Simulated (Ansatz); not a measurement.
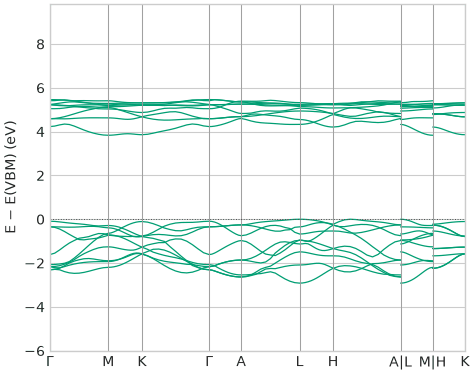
*Band structure from plane-wave PAW PBE (Ansatz code)*

**Question.** Read off the gap and where the band edges lie.

**Answer.** About 3.8 eV (3.83 eV by a search for the band edges); maximum on the H–A line, 26 % of the way from H, minimum at M.

The material is La2O3 (La2O3 or Ni2Al3 type, P-3m1).

Symmetry was held in the PBE relaxation. Scalar-relativistic: spin–orbit coupling is off unless named, which matters more the heavier the elements.

Potentials: the earlier of the program's two PAW sets.
